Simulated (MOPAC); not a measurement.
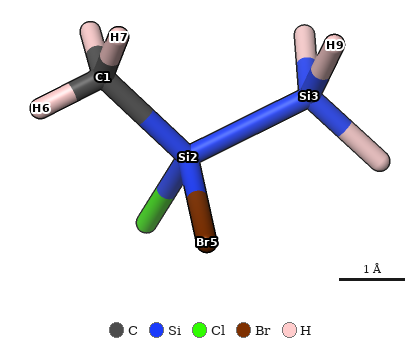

Figure 1. The structure (stick view, seen at a tilt; atoms are numbered from 1 in the order of the input). Bond lengths as drawn: Br–Si 2.23 Å, Cl–Si 2.08 Å, C–H 1.10 Å, C–Si 1.85 Å, H–Si 1.50 to 1.51 Å and Si–Si 2.13 Å.

## Excited-state calculation, with input and output: CH6BrClSi2 (part 1 of 2)

The run: excited-state calculation of CH6BrClSi2, SMILES C[Si]([SiH3])(Cl)Br. Method and program: INDO/S, RHF (MOPAC 23.2.5).

The geometry was optimised with PM6.

Input (run.mop)
```
INDO WRTCI=20 MAXCI=300 CIS 1SCF C.I.=6 AUX(PRECISION=9) THREADS=1
CH6BrClSi2 excited
C[Si]([SiH3])(Cl)Br
C      0.000000 1     0.000000 1     0.000000 1
Si     1.850795 1     0.000000 1     0.000000 1
Si     2.646629 1     1.972536 1     0.000000 1
Cl     2.453050 1    -0.999652 1    -1.722719 1
Br     2.551385 1    -0.977956 1     1.875158 1
H     -0.406293 1    -1.026878 1     0.021748 1
H     -0.433901 1     0.522389 1     0.870525 1
H     -0.414645 1     0.475595 1    -0.906815 1
H      2.120531 1     2.693293 1     1.212128 1
H      2.221050 1     2.750369 1    -1.213553 1
H      4.148113 1     1.982890 1     0.060381 1
```

Launched with:
```bash
mopac run.mop
```

What the program printed
```
MOPAC v23.2.5
INDO CALCULATION RESULTS

 *  INDO       - The INDO Hamiltonian to be used
 *  MAXCI =  300 maximum CI states computed
 *  WRTCI =   20 maximum CI states printed
 *  CIS        - C.I. USES 1 ELECTRON EXCITATIONS ONLY
 *  C.I.=6     - 6 M.O.S TO BE USED IN C.I.
 *  1SCF       - DO 1 SCF AND THEN STOP
 *  THREADS=1  - MULTI-THREADING NOT USED
 *  AUX        - OUTPUT AUXILIARY INFORMATION
 *  WARNING: Specified print options may not behave as expected with INDO
INDO WRTCI=20 MAXCI=300 CIS 1SCF C.I.=6 AUX(PRECISION=9) THREADS=1
 CH6BrClSi2 excited
 C[Si]([SiH3])(Cl)Br
   ATOM   CHEMICAL          X               Y               Z
  NUMBER   SYMBOL      (ANGSTROMS)     (ANGSTROMS)     (ANGSTROMS)

     1       C          0.00000000  *   0.00000000  *   0.00000000  *
     2      Si          1.85079500  *   0.00000000  *   0.00000000  *
     3      Si          2.64662900  *   1.97253600  *   0.00000000  *
     4      Cl          2.45305000  *  -0.99965200  *  -1.72271900  *
     5      Br          2.55138500  *  -0.97795600  *   1.87515800  *
     6       H         -0.40629300  *  -1.02687800  *   0.02174800  *
     7       H         -0.43390100  *   0.52238900  *   0.87052500  *
     8       H         -0.41464500  *   0.47559500  *  -0.90681500  *
     9       H          2.12053100  *   2.69329300  *   1.21212800  *
    10       H          2.22105000  *   2.75036900  *  -1.21355300  *
    11       H          4.14811300  *   1.98289000  *   0.06038100  *

          CARTESIAN COORDINATES

    NO.       ATOM           X           Y           Z

     1         C          0.0000      0.0000      0.0000
     2        Si          1.8508      0.0000      0.0000
     3        Si          2.6466      1.9725      0.0000
     4        Cl          2.4531     -0.9997     -1.7227
     5        Br          2.5514     -0.9780      1.8752
     6         H         -0.4063     -1.0269      0.0217
     7         H         -0.4339      0.5224      0.8705
     8         H         -0.4146      0.4756     -0.9068
     9         H          2.1205      2.6933      1.2121
    10         H          2.2210      2.7504     -1.2136
    11         H          4.1481      1.9829      0.0604

           Empirical Formula: C H6 Si2 Cl Br  =    11 atoms

      MOLECULAR POINT GROUP   :   C1

      RHF CALCULATION, NO. OF DOUBLY OCCUPIED LEVELS = 16

 Summary of symmetry occupancy in each shell:

 SHELL
    1   16
    v   10
 TOTAL  26

                     MOLECULAR ORBITALS

    ROOT NO.    1           2           3           4           5           6

           -33.09513   -25.66626   -23.81836   -22.78337   -17.32728   -16.77113

  S  C   1   0.70073    -0.14671    -0.06440    -0.04455    -0.03123     0.00077
 PX  C   1  -0.02165     0.09824     0.06196     0.04740     0.44719     0.00415
 PY  C   1   0.00148    -0.00593     0.02870     0.09084     0.10181     0.29892
 PZ  C   1  -0.00361    -0.03407     0.05353    -0.01142    -0.06425     0.57876

  S Si   2   0.30741     0.30756     0.19574     0.11376     0.56249     0.00229
 PX Si   2  -0.20331     0.13191     0.07089     0.03702    -0.15199    -0.00496
 PY Si   2   0.00863    -0.04216     0.07134     0.23685     0.05096     0.10298
 PZ Si   2  -0.01098    -0.13371     0.18515    -0.04038    -0.02831     0.18678

  S Si   3   0.09891     0.22082     0.31745     0.61254    -0.17700    -0.04266
 PX Si   3  -0.04886     0.00234    -0.00469    -0.01022    -0.19428    -0.09559
 PY Si   3  -0.03911    -0.05966    -0.02443     0.02959    -0.26950    -0.06030
 PZ Si   3  -0.00078    -0.02286     0.04021    -0.00530    -0.00627     0.11761

  S Cl   4   0.10166     0.83378    -0.36071    -0.19309    -0.22115     0.14215
 PX Cl   4  -0.02789    -0.02372     0.01767     0.00853    -0.09415     0.10783
 PY Cl   4   0.01873     0.06143    -0.00151     0.03298     0.11591    -0.08845
 PZ Cl   4   0.02849     0.09341    -0.00369    -0.00448     0.16207    -0.13255

  S Br   5   0.05273     0.17068     0.78037    -0.52822    -0.14958    -0.06639
 PX Br   5  -0.01532    -0.00120    -0.01847     0.01091    -0.04658    -0.03679
 PY Br   5   0.00930     0.01307     0.04057     0.01168     0.05333     0.05236
 PZ Br   5  -0.01602    -0.03101    -0.05278     0.01295    -0.08951    -0.04333

  S  H   6   0.33418    -0.08741    -0.06338    -0.09588    -0.21786    -0.22778

  S  H   7   0.33672    -0.11500    -0.00414    -0.00651    -0.15198     0.51732

  S  H   8   0.33985    -0.07390    -0.06931     0.00525    -0.06175    -0.30078

  S  H   9   0.03574     0.06076     0.14633     0.26848    -0.13349     0.07051

  S  H  10   0.03346     0.08176     0.10617     0.27525    -0.14328    -0.10456

  S  H  11   0.01319     0.08895     0.13001     0.25322    -0.23307    -0.09073

    ROOT NO.    7           8           9          10          11          12

           -16.64304   -14.81126   -14.47431   -13.17182   -12.55702   -12.26274

  S  C   1   0.00393    -0.02528    -0.00228     0.08524    -0.01195     0.00416
 PX  C   1  -0.10921    -0.26825    -0.01577     0.37771    -0.04641     0.01433
 PY  C   1   0.57509     0.09386    -0.01327     0.12328     0.16169    -0.03305
 PZ  C   1  -0.30783     0.03425    -0.19090    -0.00568     0.08494     0.10575

  S Si   2  -0.16111     0.14397     0.01787    -0.07495    -0.00566    -0.07972
 PX Si   2   0.03208     0.35238     0.02706    -0.41555     0.02943    -0.04802
 PY Si   2   0.17778     0.02220     0.02461    -0.09364    -0.36252     0.09073
 PZ Si   2  -0.08780    -0.04059     0.15044     0.05417    -0.22058    -0.27161

  S Si   3  -0.03250    -0.01710    -0.00209    -0.01552    -0.03911     0.00932
 PX Si   3  -0.12488     0.41160     0.05135     0.43086     0.04966     0.00859
 PY Si   3  -0.03286    -0.36823    -0.06838     0.09608     0.29279    -0.04186
 PZ Si   3  -0.05490    -0.04951     0.60990    -0.04484     0.12405     0.14349

  S Cl   4   0.06240    -0.10096     0.05594     0.05564    -0.10116    -0.03110
 PX Cl   4   0.03139     0.08850     0.02219    -0.23346    -0.31820    -0.38219
 PY Cl   4   0.01239     0.17565    -0.14458    -0.23071    -0.09963     0.67910
 PZ Cl   4  -0.08524     0.19898    -0.08894    -0.22402     0.66234    -0.20617

  S Br   5   0.13039    -0.06196    -0.05766     0.02571     0.00832     0.07958
 PX Br   5   0.06738     0.03299    -0.01446    -0.07738     0.01815     0.13492
 PY Br   5  -0.04614     0.07168     0.10356    -0.06757    -0.15906    -0.16462
 PZ Br   5   0.11396    -0.10673    -0.08543     0.08945    -0.04990     0.34055

  S  H   6  -0.43121    -0.01527     0.01136    -0.19291    -0.13575     0.02761

  S  H   7   0.06156     0.13488    -0.13614    -0.03527     0.15806     0.06995

  S  H   8   0.47041     0.07848     0.13731    -0.02556     0.00798    -0.10233

  S  H   9  -0.02830    -0.34344     0.42839    -0.17328     0.21367     0.12023

  S  H  10   0.04219    -0.25572    -0.52841    -0.06057     0.00140    -0.15803

  S  H  11  -0.11387     0.38049     0.07278     0.44123     0.02871     0.02115

    ROOT NO.   13          14          15          16          17          18

           -11.72439   -11.28417   -10.88459   -10.77524    -2.60515     0.39537

  S  C   1   0.06035     0.01150     0.02144     0.02910    -0.12859     0.02408
 PX  C   1   0.19354     0.03509     0.06004     0.07828    -0.19341     0.02325
 PY  C   1   0.02085    -0.09330    -0.01001     0.04267     0.03099     0.02389
 PZ  C   1   0.00640     0.05456     0.00753    -0.00053    -0.01275    -0.02164

  S Si   2  -0.05107    -0.03091     0.01086    -0.02736     0.55054    -0.09807
 PX Si   2  -0.20654    -0.03384    -0.04510    -0.08566     0.20925    -0.00177
 PY Si   2  -0.07815     0.31361     0.02643    -0.18015    -0.28794    -0.41228
 PZ Si   2  -0.10654    -0.20021     0.01404     0.02617     0.11347     0.38512

  S Si   3  -0.02729     0.05927     0.00272    -0.05102    -0.21782     0.54746
 PX Si   3   0.09170    -0.05085     0.00461     0.05925     0.08709    -0.00337
 PY Si   3   0.12327    -0.24451    -0.01345     0.18055     0.25169    -0.01686
 PZ Si   3   0.07083     0.01952     0.00069    -0.00957     0.00628     0.00440

  S Cl   4  -0.00698    -0.00192     0.00510    -0.00110    -0.08410     0.02618
 PX Cl   4   0.79586     0.02548     0.04981     0.06904     0.07793    -0.03027
 PY Cl   4   0.28285    -0.46772    -0.03766     0.17639    -0.11954     0.06975
 PZ Cl   4   0.21347     0.25485    -0.10437     0.03469    -0.32600     0.04834

  S Br   5   0.03479     0.06732     0.00048    -0.00826    -0.09073    -0.06242
 PX Br   5  -0.05637     0.34707     0.75152     0.49555     0.13564     0.08062
 PY Br   5  -0.21867     0.00782    -0.44662     0.78460    -0.17203    -0.09891
 PZ Br   5   0.17543     0.58082    -0.46070     0.03465     0.41065     0.20428

  S  H   6  -0.05804     0.08635    -0.00001    -0.05909    -0.01769    -0.03580

  S  H   7  -0.03115    -0.00911    -0.01358     0.00675     0.03926    -0.02015

  S  H   8  -0.03433    -0.09846    -0.02615     0.00406     0.06331     0.03747

  S  H   9   0.08427    -0.06108    -0.00966     0.03361     0.08043    -0.32837

  S  H  10  -0.05546    -0.11067    -0.01084     0.07617     0.10694    -0.27372

  S  H  11   0.09300    -0.01342     0.01113     0.03435     0.03887    -0.33666

    ROOT NO.   19          20          21          22          23          24

             0.82106     2.74956     3.29477     3.37518     3.67298     6.24636

  S  C   1   0.03959     0.54216     0.07265    -0.11532     0.32318    -0.17262
 PX  C   1   0.03588     0.17947     0.00367    -0.02878    -0.05083     0.64273
 PY  C   1  -0.01043     0.02129    -0.00232    -0.02249    -0.02840    -0.13688
 PZ  C   1  -0.03821     0.00490    -0.00389    -0.00086     0.00018     0.06798

  S Si   2  -0.07471    -0.18318     0.00995     0.02636     0.11258    -0.11893
 PX Si   2   0.00990     0.45056     0.05791    -0.15415     0.21884     0.47386
 PY Si   2   0.20947    -0.28766     0.05828     0.05759     0.46181     0.07409
 PZ Si   2   0.72327    -0.06340    -0.09406     0.00187     0.04749    -0.00921

  S Si   3  -0.26222    -0.06787     0.01069     0.00595     0.02869    -0.02591
 PX Si   3  -0.02741     0.03106     0.01522     0.69037     0.25779     0.06321
 PY Si   3  -0.08130    -0.30651     0.07463    -0.24843     0.56252     0.14582
 PZ Si   3   0.02703    -0.03244     0.74116     0.02432    -0.10580    -0.00178

  S Cl   4   0.12723    -0.03982    -0.00383     0.00630     0.02654    -0.00929
 PX Cl   4  -0.13041     0.01532     0.00831    -0.00284    -0.03132     0.00167
 PY Cl   4   0.20588    -0.05867     0.00204     0.00326     0.02759    -0.01497
 PZ Cl   4   0.33150    -0.11568    -0.01112     0.02137     0.06844    -0.02543

  S Br   5  -0.06075    -0.01677     0.00486     0.00396     0.00989    -0.00634
 PX Br   5   0.07838     0.00325    -0.01263    -0.00298    -0.01409     0.00155
 PY Br   5  -0.11989    -0.02340    -0.00117     0.00059     0.00900    -0.00970
 PZ Br   5   0.17407     0.06134    -0.01565    -0.01594    -0.02999     0.01941

  S  H   6   0.00418    -0.23744    -0.03371     0.01743    -0.17454     0.16460

  S  H   7  -0.06949    -0.22405    -0.02902     0.06845    -0.18780     0.29618

  S  H   8   0.03536    -0.22610    -0.04594     0.06600    -0.17880     0.37960

  S  H   9   0.09467     0.20693    -0.48487     0.25143    -0.09763    -0.01889

  S  H  10   0.24370     0.15956     0.42676     0.25493    -0.24168    -0.02591

  S  H  11   0.17783    -0.01598    -0.04260    -0.52942    -0.21706    -0.04619

    ROOT NO.   25          26

             6.47432     6.49618

  S  C   1   0.01444    -0.03923
 PX  C   1  -0.06784     0.11677
 PY  C   1  -0.01174     0.68969
 PZ  C   1   0.70388     0.02551

  S Si   2   0.01130    -0.01466
 PX Si   2  -0.04760     0.08985
 PY Si   2  -0.00631    -0.00014
 PZ Si   2  -0.03482    -0.00119

  S Si   3   0.00274    -0.00850
 PX Si   3  -0.00813     0.05980
 PY Si   3  -0.01489     0.04432
 PZ Si   3   0.00950    -0.00035

  S Cl   4   0.00035    -0.00093
 PX Cl   4  -0.00671    -0.00481
 PY Cl   4   0.00005     0.00044
 PZ Cl   4   0.00317    -0.00341

  S Br   5   0.00158    -0.00109
 PX Br   5   0.00327    -0.00200
 PY Br   5   0.00259    -0.00029
 PZ Br   5  -0.00350     0.00377

  S  H   6  -0.05038     0.62576

  S  H   7  -0.50971    -0.25377

  S  H   8   0.48279    -0.19354

  S  H   9   0.00003     0.00193

  S  H  10   0.00426    -0.00120

  S  H  11   0.00532    -0.03322

 Reference determinate nber   1 is ALPHA 1 -  16
 SINGLE excitations FROM orbs  14 to  16 INTO orbs  17 to  19

 CI excitations=   10:        = 10
 The lowest   10 spin-adapted configurations of multiplicity=  1
     sym   eV   cm**-1 -dets- dipole oscilator X FRAG ....Excitations named from first reference determinate
                       tot  #  Debye  strength
```
